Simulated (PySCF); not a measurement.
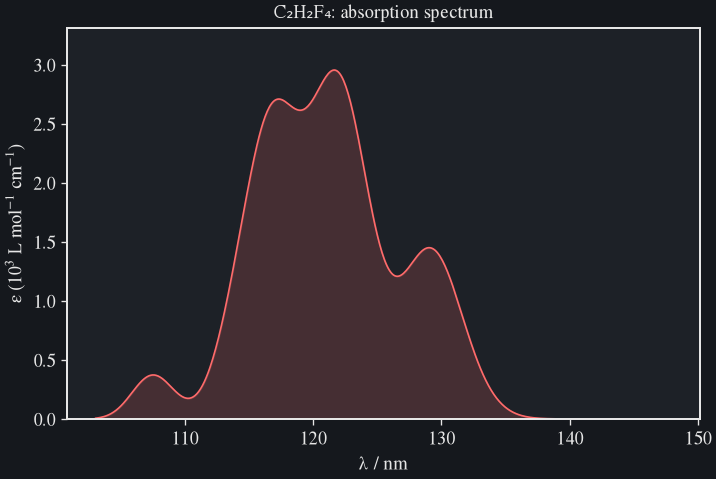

Computed absorption of C₂H₂F₄, SMILES FCC(F)(F)F. Vertical TDDFT excitations, ωB97X-D/aug-cc-pVTZ, PySCF, at a PBE0-D3(BJ)/def2-TZVP geometry (no frequency check), gas phase. The lowest 10 singlet states are shown; each is broadened by a Gaussian of 1/e half-width 0.25 eV.

### Where is the maximum of the broadened curve, and how high is it?

At about 10.2 eV (122 nm), with ε near 3000 L mol⁻¹ cm⁻¹.

### Which of the computed transitions is the brightest, and what character does the calculation give it?

S6 at 10.62 eV (117 nm), f = 0.028, mainly HOMO−1 → LUMO+1 (82 %).

Note: core orbitals are frozen in the response.
